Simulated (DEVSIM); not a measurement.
Device: Mo/AlN/p-GaAs capacitor, at 300 K.

```tsv
layer (left to right)	material	thickness (nm)	Na (cm⁻³)
1	AlN	2.50	-
2	GaAs	4200	2.4e16
```

Metal gate on the left, work function 4.6 eV. Fixed charge at the semiconductor interface -1.2e11 cm⁻² (in units of +e); interface traps 3e11 cm⁻² eV⁻¹, uniform in energy, neutral level at 0.3 of the gap above the valence band.

The device is made up for the run: typed textbook-type constants, with dimensions and the other settings drawn at random. Values at 300 K.

| parameter | AlN | GaAs |
|---|---|---|
| gap (eV) | 6.1 | 1.424 |
| affinity (eV) | 1.9 | 4.07 |
| permittivity | 8.5 | 12.9 |
| Nc (cm⁻³) | - | 4.7e17 |
| Nv (cm⁻³) | - | 9e18 |

DEVSIM, 1D Poisson equation in equilibrium, Boltzmann statistics, complete ionisation; no quantum confinement or tunnelling. Metal contacts follow the ideal Schottky-Mott rule: no Fermi-level pinning, no interface dipoles.

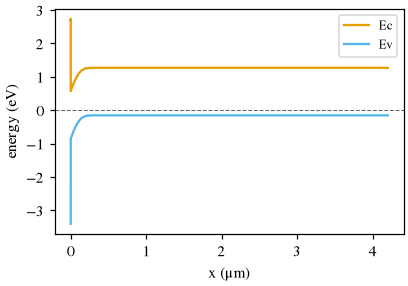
Band edges at 0.0 V on the gate

Energies count from the Fermi level of the right contact; mesh points crowd at the junctions.

| x (μm) | Ec (eV) | Ev (eV) | n (cm⁻³) | p (cm⁻³) | field (V/cm) |
|---|---|---|---|---|---|
| 0.000 | 2.700 | -3.400 | < 1e2 | < 1e2 | 160000 |
| 0.0008929 | 2.714 | -3.386 | < 1e2 | < 1e2 | 160000 |
| 0.001787 | 2.728 | -3.372 | < 1e2 | < 1e2 | 160000 |
| 0.002668 | 0.570 | -0.854 | 1.3e8 | 40000 | 67000 |
| 0.004890 | 0.585 | -0.839 | 7.0e7 | 72000 | 67000 |
| 0.008822 | 0.611 | -0.813 | 2.6e7 | 200000 | 65000 |
| 0.01711 | 0.664 | -0.760 | 3300000 | 1500000 | 63000 |
| 0.04491 | 0.825 | -0.599 | 6600 | 7.7e8 | 53000 |
| 0.09316 | 1.042 | -0.382 | < 1e2 | 3.5e12 | 37000 |
| 0.1948 | 1.251 | -0.173 | < 1e2 | 1.1e16 | 6500 |
| 0.4091 | 1.271 | -0.153 | < 1e2 | 2.4e16 | ≈ 0 |
| 1.091 | 1.271 | -0.153 | < 1e2 | 2.4e16 | ≈ 0 |
| 2.240 | 1.271 | -0.153 | < 1e2 | 2.4e16 | ≈ 0 |
| 3.272 | 1.271 | -0.153 | < 1e2 | 2.4e16 | ≈ 0 |
| 3.855 | 1.271 | -0.153 | < 1e2 | 2.4e16 | ≈ 0 |
| 4.038 | 1.271 | -0.153 | < 1e2 | 2.4e16 | ≈ 0 |
| 4.125 | 1.271 | -0.153 | < 1e2 | 2.4e16 | ≈ 0 |
| 4.166 | 1.271 | -0.153 | < 1e2 | 2.4e16 | ≈ 0 |
| 4.190 | 1.271 | -0.153 | < 1e2 | 2.4e16 | ≈ 0 |
| 4.197 | 1.271 | -0.153 | < 1e2 | 2.4e16 | ≈ 0 |
| 4.201 | 1.271 | -0.153 | < 1e2 | 2.4e16 | ≈ 0 |
| 4.202 | 1.271 | -0.153 | < 1e2 | 2.4e16 | ≈ 0 |
